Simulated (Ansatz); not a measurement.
## Molecular dynamics, with input and output: C$_{2}$H$_{5}$AlO (part 1 of 3)

System: C$_{2}$H$_{5}$AlO.
Method: UKS r2SCAN-d3bjatm/6-31G* (Ansatz 0.2.0).

The geometry comes from this level: PBE0-D4/def2-TZVP. Figures and captions count atoms from 1; the log counts them from 0 in places.

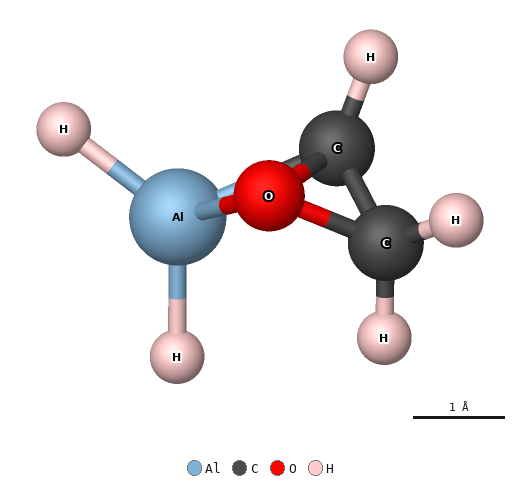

**Figure 1.** The structure as given in the input (ball-and-stick view, seen at a tilt). Sticks mark near contacts. Bond lengths as drawn: Al–C 1.95 Å, Al–H 1.58 to 1.59 Å, Al–O 1.97 Å, C–C 1.46 Å, C–H 1.09 Å and C–O 1.44 to 1.56 Å.

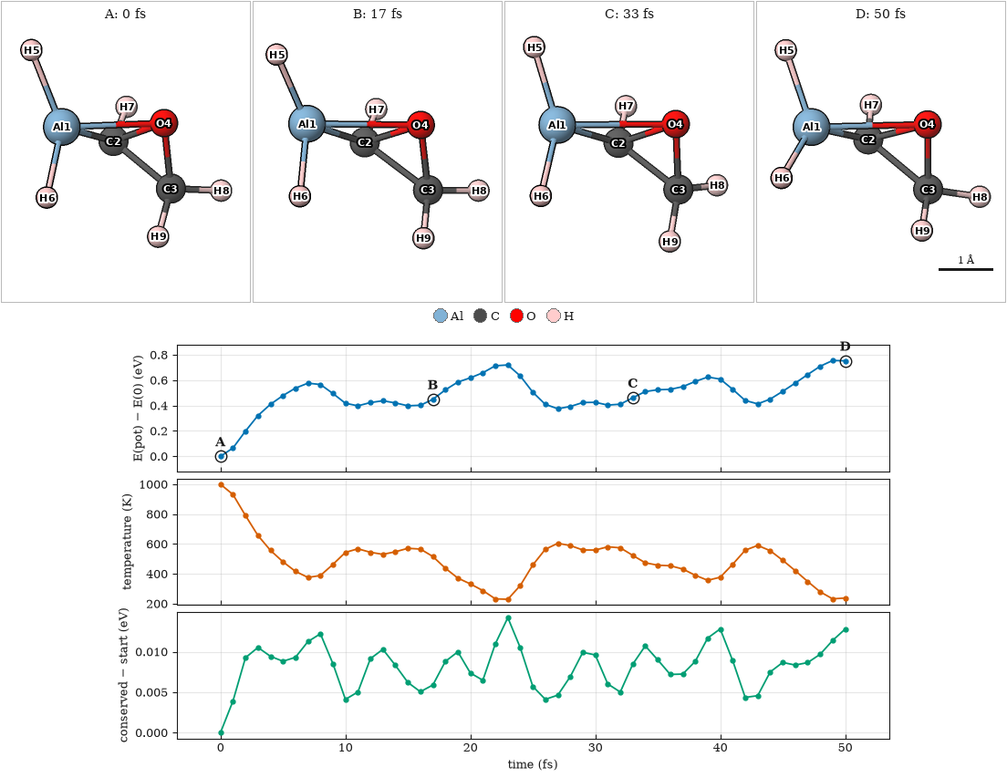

**Figure 2.** Frames of the molecular dynamics (ball-and-stick, seen at a tilt) above the curves, on which the letters mark them. The trajectory kept here has 51 frames over 50 fs. The temperature starts at 1000 K, ranges from 229 to 1000 K and averages 467 K over the second half. The potential energy ends 0.753 eV above its first value. The conserved quantity stays within 0.014 eV. After an unweighted best fit of the last frame on the first, the root-mean-square displacement is 0.25 Å, and H6 has moved furthest (0.46 Å).

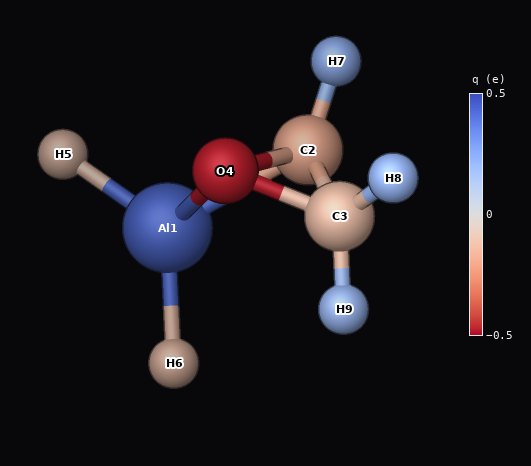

**Figure 3.** Mulliken charges, as the colour of each atom (ball-and-stick view, seen at a tilt; atoms are numbered from 1 in the order of the input). By element: Al +0.41, C −0.18 to −0.12, O −0.48 and H −0.12 to +0.21 e.

The input that produced these results follows, with the program's output.

Input file:
```yaml
crystal:
  periodic: [false, false, false]
  atoms:
    - {symbol: Al, position_ang: [-0.418691, 1.301715, -0.428598]}
    - {symbol: C, position_ang: [-0.587656, -0.632975, -0.289916]}
    - {symbol: C, position_ang: [0.458489, -0.916375, 0.693115]}
    - {symbol: O, position_ang: [0.893820, -0.161442, -0.450310]}
    - {symbol: H, position_ang: [-0.552200, 1.982299, -1.849799]}
    - {symbol: H, position_ang: [-0.312082, 2.078540, 0.949335]}
    - {symbol: H, position_ang: [-0.797852, -1.431256, -0.996284]}
    - {symbol: H, position_ang: [0.916321, -1.901209, 0.724281]}
    - {symbol: H, position_ang: [0.488452, -0.365498, 1.631173]}
basis:
  gaussian: {orbitals: "6-31G*"}
magnetization: {spin_polarized: true, initial_magnetization: 0}
hamiltonian: {xc: {name: r2SCAN}, dispersion: d3bjatm}
md: {timestep: 1 fs, n_steps: 50, ensemble: nvt_nose_hoover, temperature: 1000, initial_velocities: maxwell_boltzmann, seed: 651}
```

Run as:
```bash
ansatz run in.yaml --threads 2 --pin off --events-out ev --progress --plain --max-ram 4352MiB
```

What the program printed:
```
Functional definition: r2SCAN
  name "r2SCAN"
  cite "Furness, Kaplan, Ning, Perdew & Sun, J. Phys. Chem. Lett. 11, 8208 (2020) doi:10.1021/acs.jpclett.0c02405"
  cite "Furness, Kaplan, Ning, Perdew & Sun, J. Phys. Chem. Lett. 11, 9248 (2020) doi:10.1021/acs.jpclett.0c03077"
  parent r2scan
  parameter k0 = 0.174
  parameter k1 = 0.065
  parameter a1 = 4.9479
  exchange = r2scan_x(k0 = k0, k1 = k1, a1 = a1)
  correlation = r2scan_c
893 factors; their error is unknown
mean field evaluation 1: about -10790.7594 eV, gradient 2.6e1 eV
mean field evaluation 2: about -10787.5218 eV, gradient 3.8e1 eV
mean field evaluation 4: about -10794.0472 eV, gradient 3.8e0 eV
mean field evaluation 8: about -10794.1098 eV, gradient 3.5e-2 eV
mean field evaluation 16: about -10794.0517 eV, gradient 1.0e-5 eV
mean field -10794.05174538 eV, -396.6740851717 hartree, gradient 1.0e-5 eV, S^2 0.000000; 0 other end points of the search recorded, 0 dependent functions left out
the calculation of the forces begins
reference -10794.05176091 eV, -396.6740857424 hartree; 19, 19 occupied and 55, 55 virtual orbitals, 893 factors
md step     0: t =     0.00 fs  T =  1000.0 K  F+E_penalty+E_count = -10794.09213561 eV  E_kin = 0.904820 eV  conserved = -10793.18731561 eV  (31 SCF iters)
these checks for a lower state are left out or cut short: starts, cluster_reference, orbital_swaps, neighbouring_geometries, increment
893 factors; their error is unknown
mean field -10793.98588647 eV, -396.6716649013 hartree, gradient 1.9e-5 eV, S^2 0.000000; 0 other end points of the search recorded, 0 dependent functions left out
the calculation of the forces begins
reference -10793.98590200 eV, -396.6716654720 hartree; 19, 19 occupied and 55, 55 virtual orbitals, 893 factors
md step     1: t =     1.00 fs  T =   931.5 K  F+E_penalty+E_count = -10794.02620604 eV  E_kin = 0.842802 eV  conserved = -10793.18340560 eV  (33 SCF iters, 3 dispersion substeps)
[... from here on the SCF iterations and repeated set-up lines of each step are left out, up to the last step ...]
md step     2: t =     2.00 fs  T =   790.5 K  F+E_penalty+E_count = -10793.89332200 eV  E_kin = 0.715280 eV  conserved = -10793.17805627 eV  (33 SCF iters, 3 dispersion substeps)
md step     3: t =     3.00 fs  T =   656.5 K  F+E_penalty+E_count = -10793.77077283 eV  E_kin = 0.594039 eV  conserved = -10793.17678611 eV  (33 SCF iters, 3 dispersion substeps)
md step     4: t =     4.00 fs  T =   557.3 K  F+E_penalty+E_count = -10793.68205710 eV  E_kin = 0.504296 eV  conserved = -10793.17788251 eV  (34 SCF iters, 3 dispersion substeps)
md step     5: t =     5.00 fs  T =   480.7 K  F+E_penalty+E_count = -10793.61320785 eV  E_kin = 0.434936 eV  conserved = -10793.17849277 eV  (34 SCF iters, 3 dispersion substeps)
md step     6: t =     6.00 fs  T =   416.6 K  F+E_penalty+E_count = -10793.55460514 eV  E_kin = 0.376948 eV  conserved = -10793.17800655 eV  (34 SCF iters, 3 dispersion substeps)
md step     7: t =     7.00 fs  T =   375.9 K  F+E_penalty+E_count = -10793.51563911 eV  E_kin = 0.340080 eV  conserved = -10793.17606380 eV  (34 SCF iters, 3 dispersion substeps)
md step     8: t =     8.00 fs  T =   388.7 K  F+E_penalty+E_count = -10793.52609927 eV  E_kin = 0.351700 eV  conserved = -10793.17509780 eV  (34 SCF iters, 3 dispersion substeps)
md step     9: t =     9.00 fs  T =   463.1 K  F+E_penalty+E_count = -10793.59685162 eV  E_kin = 0.419021 eV  conserved = -10793.17879212 eV  (34 SCF iters, 3 dispersion substeps)
md step    10: t =    10.00 fs  T =   543.8 K  F+E_penalty+E_count = -10793.67389152 eV  E_kin = 0.492007 eV  conserved = -10793.18320566 eV  (34 SCF iters, 3 dispersion substeps)
md step    11: t =    11.00 fs  T =   567.6 K  F+E_penalty+E_count = -10793.69408130 eV  E_kin = 0.513558 eV  conserved = -10793.18228758 eV  (34 SCF iters, 3 dispersion substeps)
md step    12: t =    12.00 fs  T =   544.3 K  F+E_penalty+E_count = -10793.66845305 eV  E_kin = 0.492531 eV  conserved = -10793.17817422 eV  (34 SCF iters, 3 dispersion substeps)
md step    13: t =    13.00 fs  T =   530.5 K  F+E_penalty+E_count = -10793.65426280 eV  E_kin = 0.480015 eV  conserved = -10793.17701580 eV  (33 SCF iters, 3 dispersion substeps)
md step    14: t =    14.00 fs  T =   547.8 K  F+E_penalty+E_count = -10793.67135156 eV  E_kin = 0.495688 eV  conserved = -10793.17899678 eV  (33 SCF iters, 3 dispersion substeps)
md step    15: t =    15.00 fs  T =   570.9 K  F+E_penalty+E_count = -10793.69375469 eV  E_kin = 0.516606 eV  conserved = -10793.18111409 eV  (34 SCF iters, 3 dispersion substeps)
md step    16: t =    16.00 fs  T =   566.0 K  F+E_penalty+E_count = -10793.68973059 eV  E_kin = 0.512126 eV  conserved = -10793.18225756 eV  (33 SCF iters, 3 dispersion substeps)
md step    17: t =    17.00 fs  T =   516.1 K  F+E_penalty+E_count = -10793.64304022 eV  E_kin = 0.466965 eV  conserved = -10793.18142633 eV  (33 SCF iters, 3 dispersion substeps)
md step    18: t =    18.00 fs  T =   437.3 K  F+E_penalty+E_count = -10793.56820750 eV  E_kin = 0.395703 eV  conserved = -10793.17851328 eV  (31 SCF iters, 3 dispersion substeps)
md step    19: t =    19.00 fs  T =   371.3 K  F+E_penalty+E_count = -10793.50671599 eV  E_kin = 0.335999 eV  conserved = -10793.17732488 eV  (35 SCF iters, 3 dispersion substeps)
md step    20: t =    20.00 fs  T =   332.4 K  F+E_penalty+E_count = -10793.47349394 eV  E_kin = 0.300723 eV  conserved = -10793.17994204 eV  (34 SCF iters, 3 dispersion substeps)
md step    21: t =    21.00 fs  T =   287.8 K  F+E_penalty+E_count = -10793.43355705 eV  E_kin = 0.260424 eV  conserved = -10793.18083873 eV  (34 SCF iters, 3 dispersion substeps)
md step    22: t =    22.00 fs  T =   232.3 K  F+E_penalty+E_count = -10793.37829889 eV  E_kin = 0.210147 eV  conserved = -10793.17633997 eV  (35 SCF iters, 3 dispersion substeps)
md step    23: t =    23.00 fs  T =   229.4 K  F+E_penalty+E_count = -10793.37206059 eV  E_kin = 0.207607 eV  conserved = -10793.17310330 eV  (34 SCF iters, 3 dispersion substeps)
md step    24: t =    24.00 fs  T =   322.1 K  F+E_penalty+E_count = -10793.45907525 eV  E_kin = 0.291485 eV  conserved = -10793.17683273 eV  (34 SCF iters, 3 dispersion substeps)
md step    25: t =    25.00 fs  T =   459.3 K  F+E_penalty+E_count = -10793.58709614 eV  E_kin = 0.415624 eV  conserved = -10793.18160238 eV  (34 SCF iters, 3 dispersion substeps)
md step    26: t =    26.00 fs  T =   564.5 K  F+E_penalty+E_count = -10793.68258758 eV  E_kin = 0.510734 eV  conserved = -10793.18319938 eV  (34 SCF iters, 3 dispersion substeps)
md step    27: t =    27.00 fs  T =   604.5 K  F+E_penalty+E_count = -10793.71689858 eV  E_kin = 0.547002 eV  conserved = -10793.18268066 eV  (34 SCF iters, 3 dispersion substeps)
md step    28: t =    28.00 fs  T =   589.4 K  F+E_penalty+E_count = -10793.69938627 eV  E_kin = 0.533296 eV  conserved = -10793.18038837 eV  (34 SCF iters, 3 dispersion substeps)
md step    29: t =    29.00 fs  T =   559.8 K  F+E_penalty+E_count = -10793.66812948 eV  E_kin = 0.506540 eV  conserved = -10793.17739273 eV  (34 SCF iters, 3 dispersion substeps)
md step    30: t =    30.00 fs  T =   559.4 K  F+E_penalty+E_count = -10793.66653233 eV  E_kin = 0.506137 eV  conserved = -10793.17771159 eV  (33 SCF iters, 3 dispersion substeps)
md step    31: t =    31.00 fs  T =   581.1 K  F+E_penalty+E_count = -10793.68818228 eV  E_kin = 0.525794 eV  conserved = -10793.18129720 eV  (34 SCF iters, 3 dispersion substeps)
md step    32: t =    32.00 fs  T =   574.3 K  F+E_penalty+E_count = -10793.68135238 eV  E_kin = 0.519627 eV  conserved = -10793.18229482 eV  (33 SCF iters, 3 dispersion substeps)
md step    33: t =    33.00 fs  T =   523.6 K  F+E_penalty+E_count = -10793.63046837 eV  E_kin = 0.473808 eV  conserved = -10793.17885497 eV  (32 SCF iters, 3 dispersion substeps)
md step    34: t =    34.00 fs  T =   474.0 K  F+E_penalty+E_count = -10793.58176572 eV  E_kin = 0.428893 eV  conserved = -10793.17659113 eV  (34 SCF iters, 3 dispersion substeps)
md step    35: t =    35.00 fs  T =   457.9 K  F+E_penalty+E_count = -10793.56743894 eV  E_kin = 0.414308 eV  conserved = -10793.17832177 eV  (35 SCF iters, 3 dispersion substeps)
md step    36: t =    36.00 fs  T =   454.1 K  F+E_penalty+E_count = -10793.56429335 eV  E_kin = 0.410852 eV  conserved = -10793.18012155 eV  (34 SCF iters, 3 dispersion substeps)
md step    37: t =    37.00 fs  T =   432.3 K  F+E_penalty+E_count = -10793.54306790 eV  E_kin = 0.391165 eV  conserved = -10793.18007789 eV  (31 SCF iters, 3 dispersion substeps)
md step    38: t =    38.00 fs  T =   390.4 K  F+E_penalty+E_count = -10793.50210973 eV  E_kin = 0.353208 eV  conserved = -10793.17851194 eV  (34 SCF iters, 3 dispersion substeps)
md step    39: t =    39.00 fs  T =   356.7 K  F+E_penalty+E_count = -10793.46741266 eV  E_kin = 0.322748 eV  conserved = -10793.17562293 eV  (34 SCF iters, 3 dispersion substeps)
md step    40: t =    40.00 fs  T =   377.1 K  F+E_penalty+E_count = -10793.48341091 eV  E_kin = 0.341245 eV  conserved = -10793.17449488 eV  (34 SCF iters, 3 dispersion substeps)
md step    41: t =    41.00 fs  T =   463.9 K  F+E_penalty+E_count = -10793.56423698 eV  E_kin = 0.419768 eV  conserved = -10793.17842148 eV  (34 SCF iters, 3 dispersion substeps)
md step    42: t =    42.00 fs  T =   558.2 K  F+E_penalty+E_count = -10793.65204508 eV  E_kin = 0.505070 eV  conserved = -10793.18295695 eV  (33 SCF iters, 3 dispersion substeps)
md step    43: t =    43.00 fs  T =   590.4 K  F+E_penalty+E_count = -10793.67860150 eV  E_kin = 0.534165 eV  conserved = -10793.18275088 eV  (34 SCF iters, 3 dispersion substeps)
md step    44: t =    44.00 fs  T =   555.0 K  F+E_penalty+E_count = -10793.64130591 eV  E_kin = 0.502181 eV  conserved = -10793.17981553 eV  (34 SCF iters, 3 dispersion substeps)
md step    45: t =    45.00 fs  T =   490.9 K  F+E_penalty+E_count = -10793.57995056 eV  E_kin = 0.444216 eV  conserved = -10793.17864429 eV  (33 SCF iters, 3 dispersion substeps)
md step    46: t =    46.00 fs  T =   421.5 K  F+E_penalty+E_count = -10793.51545024 eV  E_kin = 0.381384 eV  conserved = -10793.17896019 eV  (33 SCF iters, 3 dispersion substeps)
md step    47: t =    47.00 fs  T =   348.8 K  F+E_penalty+E_count = -10793.44765760 eV  E_kin = 0.315612 eV  conserved = -10793.17865929 eV  (33 SCF iters, 3 dispersion substeps)
md step    48: t =    48.00 fs  T =   279.3 K  F+E_penalty+E_count = -10793.38231240 eV  E_kin = 0.252738 eV  conserved = -10793.17763137 eV  (34 SCF iters, 3 dispersion substeps)
md step    49: t =    49.00 fs  T =   232.3 K  F+E_penalty+E_count = -10793.33687069 eV  E_kin = 0.210218 eV  conserved = -10793.17592233 eV  (34 SCF iters, 3 dispersion substeps)
these checks for a lower state are left out or cut short: starts, cluster_reference, orbital_swaps, neighbouring_geometries, increment
893 factors; their error is unknown
mean field -10793.29951651 eV, -396.6464412707 hartree, gradient 2.4e-5 eV, S^2 0.000000; 0 other end points of the search recorded, 0 dependent functions left out
the calculation of the forces begins
reference -10793.29953237 eV, -396.6464418532 hartree; 19, 19 occupied and 55, 55 virtual orbitals, 893 factors
893 factors; their error is unknown
mean field evaluation 416: about -10793.2995 eV, gradient 1.8e-4 eV
mean field -10793.29951651 eV, -396.6464412707 hartree, gradient 2.9e-5 eV, S^2 0.000000; 1 other end points of the search recorded, 0 dependent functions left out
the calculation of the forces begins
reference -10793.29953237 eV, -396.6464418532 hartree; 19, 19 occupied and 55, 55 virtual orbitals, 893 factors
md step    50: t =    50.00 fs  T =   237.9 K  F+E_penalty+E_count = -10793.33938339 eV  E_kin = 0.215290 eV  conserved = -10793.17451534 eV  (31 SCF iters, 3 dispersion substeps)
Total energy: -10793.33939924 eV, -396.6479069340 hartree
Atom 0 at    -0.499346     1.355643    -0.419970 Å, force     0.360157     0.796852     0.588222 eV/Å
Atom 1 at    -0.523385    -0.526481    -0.319555 Å, force     0.652918    -0.179324     2.233797 eV/Å
Atom 2 at     0.433690    -1.024468     0.690474 Å, force     1.915474     1.742357     1.391752 eV/Å
Atom 3 at     1.010135    -0.273353    -0.415782 Å, force    -0.628971     0.125277    -1.310140 eV/Å
Atom 4 at    -0.771479     1.676543    -1.872728 Å, force    -0.094779     0.474677    -1.260558 eV/Å
Atom 5 at    -0.395540     2.576554     0.631237 Å, force     0.112815    -0.546259     0.112804 eV/Å
Atom 6 at    -0.876224    -1.185971    -1.051417 Å, force    -0.288510    -1.318397    -1.149197 eV/Å
Atom 7 at     0.904716    -2.024353     0.813013 Å, force    -0.800452     0.335838    -0.469437 eV/Å
Atom 8 at     0.723615    -0.328105     1.544260 Å, force    -1.228652    -1.431022    -0.137243 eV/Å
Dipole moment:    -0.081215    -0.398201     0.286969 e Å
```

Trajectory as extended XYZ (Å, eV, eV/Å), 48 of the 51 frames kept, from step=0 to step=50:
```
9
Properties=species:S:1:pos:R:3:forces:R:3 step=0 time_fs=0.0 energy=-10794.09214 temperature=1000.0
Al   -0.4187    1.3017   -0.4286   -0.1323   0.2116  -0.0021
C    -0.5877   -0.6330   -0.2899   -0.6339  -0.0434  -0.0201
C     0.4585   -0.9164    0.6931   -0.0423  -0.2367   0.4364
O     0.8938   -0.1614   -0.4503    0.6363   0.1688  -0.3980
H    -0.5522    1.9823   -1.8498    0.0043   0.0310  -0.0910
H    -0.3121    2.0785    0.9493    0.0142   0.0348   0.0787
H    -0.7979   -1.4313   -0.9963    0.0236  -0.1128  -0.1147
H     0.9163   -1.9012    0.7243    0.1028  -0.1195  -0.0066
H     0.4885   -0.3655    1.6312    0.0273   0.0661   0.1174
9
Properties=species:S:1:pos:R:3:forces:R:3 step=1 time_fs=1.0 energy=-10794.02621 temperature=931.5
Al   -0.4237    1.3056   -0.4316   -0.1511   0.3162  -0.6156
C    -0.5820   -0.6288   -0.2819   -0.9671  -0.6534  -0.8851
C     0.4705   -0.9154    0.6948   -0.4986  -0.9972  -0.3267
O     0.8923   -0.1720   -0.4463    0.8578   0.5571  -0.4069
H    -0.5461    2.0446   -1.8705    0.0342  -0.2667   0.3443
H    -0.3102    2.0694    0.9286    0.0414   0.1800   0.3474
H    -0.8019   -1.4273   -1.0287    0.1904   0.4691   0.5807
H     0.9017   -1.9069    0.6998    0.2369  -0.2622   0.0936
H     0.4480   -0.4137    1.6317    0.2562   0.6570   0.8682
```
